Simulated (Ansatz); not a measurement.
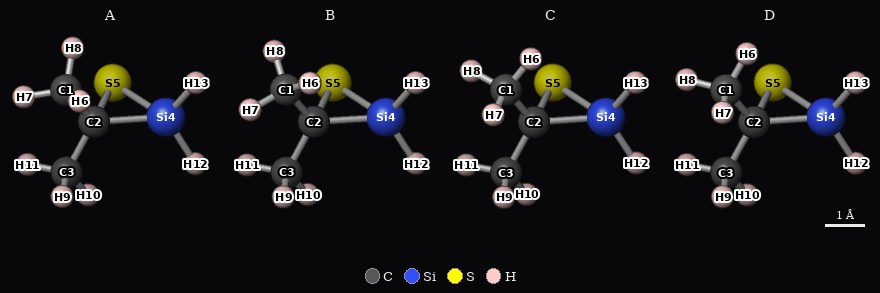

4 geometries from a converged minimum-energy path of C$_{3}$H$_{8}$SSi, shuffled. A ball-and-stick model, seen at a tilt.

Level of theory: RKS CAM-B3LYP-D4/cc-pVDZ (Ansatz). Settings: 7 movable images; climbing image; force threshold 0.05 eV/Å; iteration limit 55; starting path through a guess of the saddle point.

Q: One of them is the converged climbing image. Which?

A: B. In order along the path, whose images run from 0 to 8: D (image 0, 0.00 kcal/mol), C (image 1, +0.51 kcal/mol), B (image 4, +3.61 kcal/mol), A (image 6, +1.78 kcal/mol). The motion is a rotation about the C1–C2 bond by about 120°. No bond forms or breaks between the ends.
